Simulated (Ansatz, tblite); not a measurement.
# C28H24N6S6Si2: which spin state is lowest

Aim: set other spin states of C28H24N6S6Si2 against its singlet, on many levels of theory.

Method: as each input shows; program: Ansatz 0.2.0, Gaussian basis.

Levels to be run: triplet, at the geometry of the singlet (GFN1-xTB, GFN2-xTB, PBE0-D4/def2-SVP, PBE-D4/def2-SVP); the singlet's energies come from earlier runs.

1 further run of the same task is left out (set aside as unsound or not needed).

### 1 The geometry

The geometry is that of the singlet, from an earlier relaxation (PBE-D4/def2-SVP).

SMILES `C[Si](C)(C)C#Cc1cnc(-c2cnc(-c3cnc(-c4cnc(-c5cnc(-c6cnc(C#C[Si](C)(C)C)s6)s5)s4)s3)s2)s1`, 66 atoms, charge 0, spin multiplicity 1.

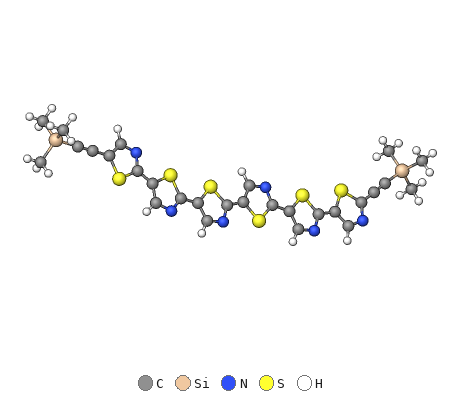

The structure; carbon grey, silicon light orange, nitrogen blue, sulfur yellow, hydrogen white.

### 2 Triplet at the fixed geometry, GFN1-xTB

Tight binding, by tblite at 300 K electronic temperature and without a spin-polarisation term:

```python
tblite.interface.Calculator('GFN1-xTB', numbers, positions, charge=0, uhf=2).singlepoint()
```

Energy -3183.3671 eV; 0.73 s.

### 3 Triplet at the fixed geometry, GFN2-xTB

Tight binding, by tblite at 300 K electronic temperature and without a spin-polarisation term:

```python
tblite.interface.Calculator('GFN2-xTB', numbers, positions, charge=0, uhf=2).singlepoint()
```

Energy -3060.6187 eV; 0.56 s.

### 4 Triplet at the fixed geometry, PBE0-D4/def2-SVP

File in.yaml:

```yaml
crystal:
  periodic: [false, false, false]
  atoms:
    - {symbol: C, position_ang: [-14.951196, 2.831043, 1.838193]}
    - {symbol: Si, position_ang: [-14.652127, 1.056053, 1.262956]}
    - {symbol: C, position_ang: [-15.523306, 0.725632, -0.380929]}
    - {symbol: C, position_ang: [-15.220414, -0.175967, 2.578794]}
    - {symbol: C, position_ang: [-12.830924, 0.838733, 1.006375]}
    - {symbol: C, position_ang: [-11.610862, 0.702593, 0.845894]}
    - {symbol: C, position_ang: [-10.226396, 0.548058, 0.663500]}
    - {symbol: C, position_ang: [-9.168251, 1.153062, 1.353508]}
    - {symbol: N, position_ang: [-7.916815, 0.815676, 0.962294]}
    - {symbol: C, position_ang: [-7.936293, -0.055058, -0.036006]}
    - {symbol: C, position_ang: [-6.754896, -0.594117, -0.658075]}
    - {symbol: C, position_ang: [-6.616114, -1.508568, -1.706736]}
    - {symbol: N, position_ang: [-5.351958, -1.823184, -2.071342]}
    - {symbol: C, position_ang: [-4.465041, -1.172678, -1.328570]}
    - {symbol: C, position_ang: [-3.040699, -1.317042, -1.498584]}
    - {symbol: C, position_ang: [-2.391223, -2.130517, -2.432777]}
    - {symbol: N, position_ang: [-1.038456, -2.107079, -2.410190]}
    - {symbol: C, position_ang: [-0.579563, -1.289291, -1.474656]}
    - {symbol: C, position_ang: [0.816872, -1.061684, -1.218502]}
    - {symbol: C, position_ang: [1.455972, -0.243309, -0.282721]}
    - {symbol: N, position_ang: [2.810194, -0.253276, -0.299075]}
    - {symbol: C, position_ang: [3.271585, -1.070493, -1.237689]}
    - {symbol: C, position_ang: [4.669246, -1.291375, -1.496974]}
    - {symbol: C, position_ang: [5.292278, -2.113363, -2.441922]}
    - {symbol: N, position_ang: [6.644032, -2.111836, -2.446136]}
    - {symbol: C, position_ang: [7.124510, -1.297215, -1.514559]}
    - {symbol: C, position_ang: [8.538152, -1.103561, -1.298406]}
    - {symbol: C, position_ang: [9.570884, -1.724355, -2.013107]}
    - {symbol: N, position_ang: [10.832997, -1.403851, -1.651349]}
    - {symbol: C, position_ang: [10.845814, -0.531688, -0.652944]}
    - {symbol: C, position_ang: [11.991414, 0.010728, -0.035471]}
    - {symbol: C, position_ang: [12.990429, 0.491863, 0.512695]}
    - {symbol: Si, position_ang: [14.534941, 1.167476, 1.286754]}
    - {symbol: C, position_ang: [15.048010, 0.003787, 2.684098]}
    - {symbol: C, position_ang: [15.862931, 1.233683, -0.054407]}
    - {symbol: C, position_ang: [14.157541, 2.893745, 1.954171]}
    - {symbol: S, position_ang: [9.223490, -0.050935, -0.096033]}
    - {symbol: S, position_ang: [5.891353, -0.469010, -0.560002]}
    - {symbol: S, position_ang: [2.018829, -1.892274, -2.174824]}
    - {symbol: S, position_ang: [-1.847861, -0.477407, -0.540258]}
    - {symbol: S, position_ang: [-5.170877, -0.109653, -0.107549]}
    - {symbol: S, position_ang: [-9.556873, -0.518644, -0.561778]}
    - {symbol: H, position_ang: [-16.033227, 3.004981, 2.013206]}
    - {symbol: H, position_ang: [-14.412068, 3.038204, 2.784634]}
    - {symbol: H, position_ang: [-14.603042, 3.559569, 1.078441]}
    - {symbol: H, position_ang: [-16.620346, 0.851147, -0.268508]}
    - {symbol: H, position_ang: [-15.174748, 1.427475, -1.165199]}
    - {symbol: H, position_ang: [-15.330257, -0.307448, -0.734266]}
    - {symbol: H, position_ang: [-15.028375, -1.219367, 2.256718]}
    - {symbol: H, position_ang: [-14.687036, -0.009383, 3.536373]}
    - {symbol: H, position_ang: [-16.308943, -0.067682, 2.766780]}
    - {symbol: H, position_ang: [-9.322994, 1.868037, 2.173958]}
    - {symbol: H, position_ang: [-7.468204, -1.968199, -2.230729]}
    - {symbol: H, position_ang: [-2.938884, -2.757672, -3.149639]}
    - {symbol: H, position_ang: [0.921108, 0.388205, 0.443096]}
    - {symbol: H, position_ang: [4.742332, -2.741719, -3.159535]}
    - {symbol: H, position_ang: [9.376407, -2.436471, -2.827156]}
    - {symbol: H, position_ang: [15.245075, -1.016679, 2.298258]}
    - {symbol: H, position_ang: [14.255388, -0.067867, 3.455915]}
    - {symbol: H, position_ang: [15.973567, 0.373143, 3.172844]}
    - {symbol: H, position_ang: [15.558620, 1.903763, -0.883500]}
    - {symbol: H, position_ang: [16.818180, 1.612780, 0.364490]}
    - {symbol: H, position_ang: [16.047181, 0.226027, -0.478410]}
    - {symbol: H, position_ang: [13.362799, 2.859496, 2.726463]}
    - {symbol: H, position_ang: [15.065817, 3.334742, 2.414987]}
    - {symbol: H, position_ang: [13.820303, 3.570214, 1.143135]}
basis:
  gaussian: {orbitals: def2-SVP, fitting: {mean_field: def2-universal-jkfit}}
magnetization: {spin_polarized: true, initial_magnetization: 2}
hamiltonian: {xc: pbe0, dispersion: d4}
scf: {omitted_lower_state_checks: [starts]}
output: {orbitals: {seedname: orbitals}}
```

Launch:

```
$ ansatz run in.yaml --threads 4 --pin off --events-out ev --progress --plain --max-ram 66560MiB --backend cuda --devices 0, --max-vram 37GiB
```

Standard output:

```text
Functional definition: PBE0
  name "PBE0"
  cite "Adamo & Barone, J. Chem. Phys. 110, 6158 (1999) doi:10.1063/1.478522"
  cite "Perdew, Burke & Ernzerhof, Phys. Rev. Lett. 77, 3865 (1996) doi:10.1103/PhysRevLett.77.3865"
  parent pbe
  parameter a = 0.25
  parameter kappa = 0.804
  parameter beta = 0.06672455060314922
  exchange = (1 - a)*pbe_x(kappa = kappa, mu = beta*pi^2/3) + a*exact_x
  correlation = pbe_c(beta = beta)
these checks for a lower state are left out or cut short: starts
4018 factors; integrals over basis functions are off by at most 2.5e-1 eV
mean field evaluation 1: about -118949.2545 eV, gradient 1.0e2 eV
mean field evaluation 2: about -118582.2421 eV, gradient 2.1e2 eV
mean field evaluation 4: about -118985.6215 eV, gradient 5.3e1 eV
mean field evaluation 8: about -119004.3792 eV, gradient 5.2e0 eV
mean field evaluation 16: about -119004.7877 eV, gradient 1.8e-1 eV
mean field evaluation 32: about -119004.7890 eV, gradient 2.6e-5 eV
mean field -119004.78899129 eV, -4373.3453310868 hartree, gradient 7.9e-6 eV, S^2 2.037381; 0 other end points of the search recorded, 0 dependent functions left out
reference -119004.78909117 eV, -4373.3453347574 hartree; 180, 178 occupied and 560, 562 virtual orbitals, 4018 factors
Total energy: -119007.24822345 eV, -4373.4357062019 hartree
Checks for a lower state left out: starts
```

It took 18 s on 1 × H100 (card shared with other runs) with 4 threads of AMD EPYC 7R13, shared host; peak host memory 1.5 GiB.

Report: HOMO -4.18 eV, LUMO -4.82 eV (over both spins; with the spin held, an empty level of the minority spin lies below the top filled one); ⟨S²⟩ 2.037 (pure: 2.00).

### 5 Triplet at the fixed geometry, PBE-D4/def2-SVP

start.molden holds the orbitals of an earlier run on this state, given as this run's starting guess.

in.yaml: that of step 4 with these lines changed.

```diff
@@ -70,5 +70,5 @@
 basis:
-  gaussian: {orbitals: def2-SVP, fitting: {mean_field: def2-universal-jkfit}}
+  gaussian: {orbitals: def2-SVP, fitting: {mean_field: def2-universal-jkfit}, initial_orbitals: start.molden}
 magnetization: {spin_polarized: true, initial_magnetization: 2}
-hamiltonian: {xc: pbe0, dispersion: d4}
+hamiltonian: {xc: pbe, dispersion: d4}
 scf: {omitted_lower_state_checks: [starts]}
```

The command is unchanged.

Standard output:

```text
Functional definition: PBE
  name "PBE"
  cite "Perdew, Burke & Ernzerhof, Phys. Rev. Lett. 77, 3865 (1996) doi:10.1103/PhysRevLett.77.3865"
  parent pbe
  parameter kappa = 0.804
  parameter beta = 0.06672455060314922
  exchange = pbe_x(kappa = kappa, mu = beta*pi^2/3)
  correlation = pbe_c(beta = beta)
these checks for a lower state are left out or cut short: starts
4018 factors; integrals over basis functions are off by at most 2.5e-1 eV
mean field evaluation 1: about -118996.1315 eV, gradient 1.3e1 eV
mean field evaluation 2: about -118996.7968 eV, gradient 7.3e-1 eV
mean field evaluation 4: about -118996.8209 eV, gradient 2.4e-1 eV
mean field evaluation 8: about -118996.8230 eV, gradient 5.2e-4 eV
mean field -118996.82297873 eV, -4373.0525855248 hartree, gradient 1.6e-5 eV, S^2 2.004138; 0 other end points of the search recorded, 0 dependent functions left out
reference -118996.82310709 eV, -4373.0525902420 hartree; 180, 178 occupied and 560, 562 virtual orbitals, 4018 factors
Total energy: -118999.66894866 eV, -4373.1571729907 hartree
Checks for a lower state left out: starts
```

Wall time 16 s (1 × H100 (card shared with other runs) with 4 threads of AMD EPYC 7R13, shared host); peak host memory 1.4 GiB.

HOMO -3.63 eV, LUMO -5.01 eV (over both spins; with the spin held, an empty level of the minority spin lies below the top filled one); ⟨S²⟩ 2.004 (pure: 2.00).

### 6 Triplet less singlet, vertical

The singlet's energies are those of its earlier runs, whose logs aren't repeated here.

```csv
level,"triplet less singlet, vertical (kcal/mol)",time
GFN1-xTB,+33.8,1.2 s
GFN2-xTB,+34.3,0.99 s
PBE-D4/def2-SVP,+33.9,26 s
PBE0-D4/def2-SVP,+41.5,28 s
```

Times add the two runs; a level without a time comes out of a correlated run. Tight binding without a spin term can't rank spin states.

### 7 What came out

```
                                               quantity                                       value
triplet less singlet, vertical, functionals in def2-SVP  +33.9 (PBE-D4) to +41.5 kcal/mol (PBE0-D4)
```

In words: All functionals put the triplet above the singlet, over a spread of 7.6 kcal/mol. The checks for a lower triplet were left out, so another state of that spin may lie lower. These are electronic energies, without zero-point motion, entropy or surroundings.
